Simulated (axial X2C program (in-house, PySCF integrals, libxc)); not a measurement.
# Relativistic diatomic calculation, with input and output: GeV

- system: GeV, single determinant with Ω = 1/2 (not the lowest found).
- method: PBE0, two-component X2C with atomic mean-field Coulomb and Gaunt terms, Ge dyall-cv3z, V dyall-cv3z (cores contracted) (axial X2C program (in-house, PySCF integrals, libxc))

**The input**
```
{"zs": [32, 23], "q": 0, "bas": ["dyall-cv3z", "dyall-cv3z"], "levels": ["PBE0", "HF", "BHandHLYP"], "cc": true, "r0": 2.55, "thr": -1.0, "nmax": 90, "npts": 10, "nst": 2, "ntry": 6}
```

The line is the task of a batch: nuclear charges, charge, bases, the levels to run, a first guess of the distance and further settings. This report covers PBE0 with spin-orbit coupling. The log is that of the reference distance 2.429 Å, started from orbitals converged before.

Hardware: 1 thread of Arm Neoverse V1, 24 GiB of memory available, shared host.

Launched within a batch (the task file carries these settings):
```bash
python <driver script> task.json out
```

**Output**
```
two-component X2C + atomic mean field  PBE0
basis functions 224  fitting functions 1255  grid points 5799
iter        total energy     max residual
   1      -3046.704445021     8.28e-05
   2      -3046.704445188     5.35e-05
   3      -3046.704445217     7.27e-05
   4      -3046.704445226     5.42e-05
   5      -3046.704445281     2.70e-05
   6      -3046.704445285     1.99e-05
converged
one-electron -4545.35763363  Coulomb 1464.67757119  exact exchange -30.75879967  xc functional -94.66280380  nuclear repulsion 160.34352706  atomic mean-field constant -0.94630643
```

**The points of the curve**

| R (Å) | E (hartree) | dipole (D; origin at the first atom, positive when the second is positive) | highest filled (eV) | lowest empty (eV) |
| --- | --- | --- | --- | --- |
| 2.283 | −3046.700498 | 3.00 | −4.95 | −3.03 |
| 2.356 | −3046.703365 | 3.01 | −4.90 | −2.99 |
| 2.429 | −3046.704445 | 3.00 | −4.87 | −2.96 |
| 2.514 | −3046.704044 | 2.96 | −4.85 | −2.94 |
| 2.599 | −3046.702371 | 2.90 | −4.84 | −2.92 |
| 2.708 | −3046.698986 | 2.80 | −4.85 | −2.92 |

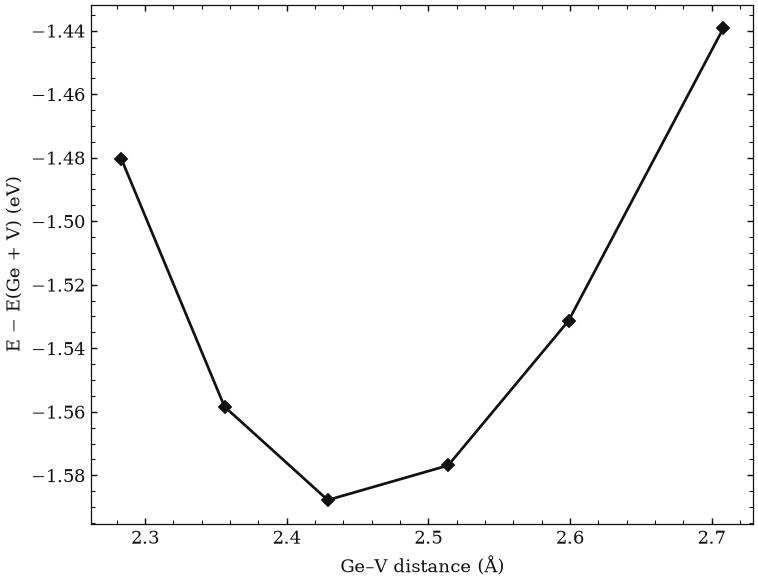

Fig. 1: Energy at 6 bond lengths, for one set of occupations held fixed; the line joins the points. A polynomial of degree 4 through 6 points gives rₑ = 2.449 Å, ωₑ = 237.6 cm⁻¹, ωₑxₑ = 0.97 cm⁻¹ and Bₑ = 0.09321 cm⁻¹. The minimum lies 1.59 eV below Ge + V, each computed as one determinant at the same level.

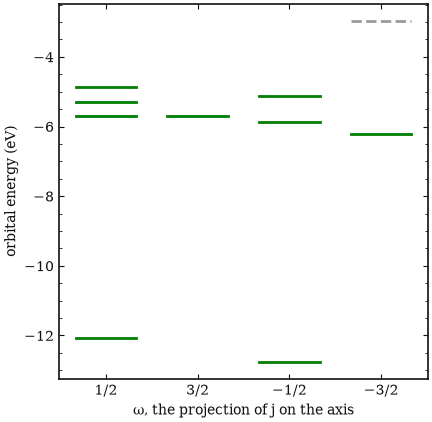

Fig. 2: Orbital energies near the frontier at 2.43 Å, filled (solid) and empty (dashed). The highest filled spinor (1/2; 73 % Ge p, 13 % V d) lies at −4.87 eV, the lowest empty one (−3/2; 71 % Ge p, 14 % V d) at −2.96 eV.

**Key numbers**

- outcome: converged
- bond length rₑ: 2.449 Å
- ωₑ: 237.6 cm⁻¹
- energy at the minimum: −3046.70449 hartree
- depth below the fragments: 1.59 eV
- wall time: 16 s
- peak memory: 0.66 GiB

**Remarks**

To bear in mind: 6 of the 10 points asked for were kept.
